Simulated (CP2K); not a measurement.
# PM6 run of InH2SeF (SMILES [F][InH][SeH])

Aim: the vertical electron affinity of InH2SeF at PM6, from 2 runs. 

The calculation is run with CP2K 2026.2.

3 further runs of the same task are left out: 1 that didn't finish, 2 set aside as unsound or not needed.

## (1) The structure to begin with

InH2SeF has 5 atoms, charge 0, and is taken as a singlet. As SMILES, `[F][InH][SeH]`. The shape comes from GFN2-xTB, which is rough for such elements, and wasn't checked as a minimum. This is one conformer, not always the lowest.

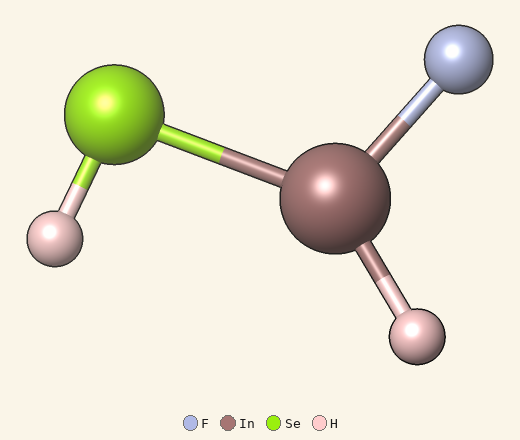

Viewed from a chosen angle; fluorine light blue, indium brown, selenium green, hydrogen pink.

## (2) Energy and gradient at PM6

molecule.xyz

```xyz
5

F     -1.628680    -1.012760     1.378300
In    -0.565800    -0.268270    -0.093970
Se     1.547400     0.735470     0.789050
H     -1.420870    -0.529450    -1.552480
H      2.067960     1.075010    -0.520900
```

mol.inp

```
&FORCE_EVAL
    METHOD QS
    &DFT
        &QS
            METHOD PM6
            EPS_DEFAULT 1.0E-10
            &SE
                &COULOMB
                    CUTOFF [angstrom] 50
                    RC_RANGE [angstrom] 0
                &END COULOMB
                &EXCHANGE
                    CUTOFF [angstrom] 50
                    RC_RANGE [angstrom] 0
                &END EXCHANGE
            &END SE
        &END QS
        &POISSON
            PERIODIC NONE
            POISSON_SOLVER ANALYTIC
        &END POISSON
        ! SCF settings
        &SCF
            SCF_GUESS ATOMIC
            EPS_SCF 1.0E-07
            MAX_SCF 100
            ADDED_MOS 4
            &DIAGONALIZATION
                ALGORITHM STANDARD
            &END DIAGONALIZATION
            &MIXING
                METHOD DIRECT_P_MIXING
                ALPHA 0.4
            &END MIXING
        &END SCF
        &PRINT
            &MOMENTS
                PERIODIC F
                REFERENCE COM
                MAX_MOMENT 1
            &END MOMENTS
            &MO ON
                ENERGIES T
                OCCUPATION_NUMBERS T
                NDIGITS 6
                &EACH
                    QS_SCF 0
                &END EACH
                ADD_LAST NUMERIC
            &END MO
            &HIRSHFELD OFF
            &END HIRSHFELD
        &END PRINT
    &END DFT
    &SUBSYS
        &CELL
            ABC 19.7 18.1 18.9
            PERIODIC NONE
        &END CELL
        &TOPOLOGY
            COORD_FILE_NAME molecule.xyz
            COORD_FILE_FORMAT XYZ
            &CENTER_COORDINATES
            &END CENTER_COORDINATES
        &END TOPOLOGY
    &END SUBSYS
    &PRINT
        &FORCES ON
        &END FORCES
    &END PRINT
&END FORCE_EVAL

&GLOBAL
    PROJECT mol
    RUN_TYPE ENERGY_FORCE
    PRINT_LEVEL MEDIUM
&END GLOBAL
```

On the command line:

```
$ OMP_NUM_THREADS=1 cp2k.psmp -i mol.inp -o mol.out
```

Standard output:

```text
CP2K| version string:                                       CP2K version 2026.2
[...]
 GLOBAL| Method name                                                        CP2K
[...]
 GLOBAL| Run type                                                   ENERGY_FORCE
[...]
                             - Atoms:                                          5
[...]
                             - Spherical basis functions:                     14
[...]
 Number of electrons:                                                         18
[...]
     1 P_Mix/Diag. 0.40E+00    0.0     0.91090745       -23.0538255780 -2.31E+01
[...]
    22 DIIS/Diag.  0.69E-07    0.0     0.00000007       -25.4979868371 -1.78E-14
  *** SCF run converged in    22 steps ***
  Core-core repulsion energy [eV]:                            514.82354037572748
  Core Hamiltonian energy [eV]:                             -1134.97323399872812
  Two-electron integral energy [eV]:                         -147.37162754321335
  Electronic energy [eV]:                                   -1208.65904777033484
  Total energy [eV]:                                         -693.83550739460748
  Atomic reference energy [eV]:                               692.73997064457774
  Heat of formation [kcal/mol]:                               -25.26367962729937
[...]
 SE_DIPOLE| Moment [Debye]         -1.48932071      -1.22354496       3.98010947
 SE_DIPOLE| Derivative [a.u.]       0.00000000       0.00000000       0.00000000
 ENERGY| Total FORCE_EVAL ( QS ) energy [hartree]            -25.497986837131599
 FORCES| Atomic forces [hartree/bohr]
 FORCES|   Atom     x               y               z               |f|
 FORCES|      1 -1.89104794E-03 -1.79813178E-03  6.81821022E-03   7.30050209E-03
 FORCES|      2  1.99664580E-02  3.27613705E-03  5.52618535E-02   5.88495113E-02
 FORCES|      3  1.78302951E-02  7.85749944E-03  1.54763357E-02   2.48832612E-02
 FORCES|      4 -3.54025379E-02 -9.73025380E-03 -6.98278298E-02   7.88919726E-02
 FORCES|      5 -5.03167223E-04  3.94749085E-04 -7.72856965E-03   7.75498503E-03
 FORCES| Sum    -3.33066907E-16 -1.56125113E-17 -1.11022302E-16
 FORCES| Total atomic force                                       3.51430316E-16
[...]
```

Run time: 0.82 s. Hardware: 1 thread of Intel Xeon 6975P-C (Granite Rapids), shared host; peak memory 0.19 GiB.

## (3) The doublet anion, same level

molecule.xyz is that of step 2.

qs.inp

```
&FORCE_EVAL
   METHOD QS
   &DFT
      CHARGE -1
      MULTIPLICITY 2
      UKS T
      &QS
         METHOD PM6
         EPS_DEFAULT 1.0E-10
         &SE
            &COULOMB
               CUTOFF [angstrom] 50
               RC_RANGE [angstrom] 0
            &END COULOMB
            &EXCHANGE
               CUTOFF [angstrom] 50
               RC_RANGE [angstrom] 0
            &END EXCHANGE
         &END SE
      &END QS
      &POISSON
         PERIODIC NONE
         POISSON_SOLVER ANALYTIC
      &END POISSON
      &SCF
         SCF_GUESS ATOMIC
         EPS_SCF 1.0E-07
         MAX_SCF 40
         &OT ON
            MINIMIZER CG
            PRECONDITIONER FULL_SINGLE_INVERSE
         &END OT
         &OUTER_SCF
            EPS_SCF 1.0E-07
            MAX_SCF 10
         &END OUTER_SCF
      &END SCF
      &PRINT
         &MOMENTS
            PERIODIC F
            REFERENCE COM
            MAX_MOMENT 1
         &END MOMENTS
         &MO_CUBES
            NLUMO 3
            NHOMO -1
            WRITE_CUBE F
         &END MO_CUBES
         &HIRSHFELD OFF
         &END HIRSHFELD
      &END PRINT
   &END DFT
   &SUBSYS
      &CELL
         ABC [angstrom] 19.7 18.1 18.9
         PERIODIC NONE
      &END CELL
      &TOPOLOGY
         COORD_FILE_NAME molecule.xyz
         COORD_FILE_FORMAT XYZ
         &CENTER_COORDINATES
         &END CENTER_COORDINATES
      &END TOPOLOGY
   &END SUBSYS
   &PRINT
      &FORCES ON
      &END FORCES
   &END PRINT
&END FORCE_EVAL

&GLOBAL
   PROJECT qs
   RUN_TYPE ENERGY_FORCE
   PRINT_LEVEL MEDIUM
&END GLOBAL
```

On the command line:

```
$ OMP_NUM_THREADS=1 cp2k.psmp -i qs.inp -o qs.out
```

Standard output:

```text
CP2K| version string:                                       CP2K version 2026.2
[...]
 GLOBAL| Method name                                                        CP2K
[...]
 GLOBAL| Run type                                                   ENERGY_FORCE
[...]
                             - Atoms:                                          5
[...]
                             - Spherical basis functions:                     14
[...]
 Number of electrons:                                                         10
[...]
     1 OT CG       0.80E-01    0.0     0.18527247       -23.7230326157 -2.37E+01
[...]
    23 OT CG       0.51E+00    0.0     0.00000008       -25.5552079915 -1.10E-12
  *** SCF run converged in    23 steps ***
  Core-core repulsion energy [eV]:                            514.82354037572748
  Core Hamiltonian energy [eV]:                             -1169.80402965035591
  Two-electron integral energy [eV]:                          -80.82416983443726
  Electronic energy [eV]:                                   -1210.21611456757478
  Total energy [eV]:                                         -695.39257419184719
  Atomic reference energy [eV]:                               692.73997064457774
  Heat of formation [kcal/mol]:                               -61.17049582739909
[...]
 SE_DIPOLE| Moment [Debye]          1.19000431       0.06305019       4.80144416
 SE_DIPOLE| Derivative [a.u.]       0.00000000       0.00000000       0.00000000
 *** WARNING in qs_scf_post_se.F:140 :: Printing of MO cube files not ***
 *** implemented for Semi-Empirical method.                           ***
 ENERGY| Total FORCE_EVAL ( QS ) energy [hartree]            -25.555207991537383
 FORCES| Atomic forces [hartree/bohr]
 FORCES|   Atom     x               y               z               |f|
 FORCES|      1 -1.80525161E-02 -1.12133014E-02  1.46503706E-02   2.58121062E-02
 FORCES|      2  1.22977096E-02  1.52957684E-03  3.58320641E-02   3.79145102E-02
 FORCES|      3  4.65922661E-02  2.20667012E-02  2.12408836E-02   5.57579922E-02
 FORCES|      4 -4.28437437E-02 -1.38027503E-02 -6.75821467E-02   8.12000544E-02
 FORCES|      5  2.00628415E-03  1.41977367E-03 -4.14117160E-03   4.81562412E-03
 FORCES| Sum    -2.49800181E-16  8.67361738E-17  1.38777878E-16
 FORCES| Total atomic force                                       2.98634548E-16
[...]
```

It took 1.6 s on 1 thread of Intel Xeon 6975P-C (Granite Rapids), shared host; peak memory 0.19 GiB.

## (4) Outcome

Level: PM6.

| quantity | value |
| --- | --- |
| singlet InH2SeF: total energy | -25.49799 Eh |
| singlet InH2SeF: dipole moment | 4.42 D |
| singlet InH2SeF: HOMO energy | -9.27 eV |
| singlet InH2SeF: LUMO energy | -1.05 eV |
| singlet InH2SeF: HOMO–LUMO gap | 8.21 eV |
| singlet InH2SeF: heat of formation at this unrelaxed shape | -25.3 kcal/mol |
| singlet InH2SeF: largest force on an atom | 4.057 eV/Å |
| doublet anion: total energy | -25.55521 Eh |
| doublet anion: heat of formation at this unrelaxed shape | -61.2 kcal/mol |
| doublet anion: largest force on an atom | 4.175 eV/Å |
| vertical electron affinity (to the doublet anion) | 1.557 eV |

What this shows: At fixed nuclei the extra electron is bound by 1.56 eV (150 kJ/mol). The largest force (singlet InH2SeF) is 4.06 eV/Å: the shape isn't a stationary point for this species at this level. A minimal valence basis can't be trusted even for the sign of an electron affinity.
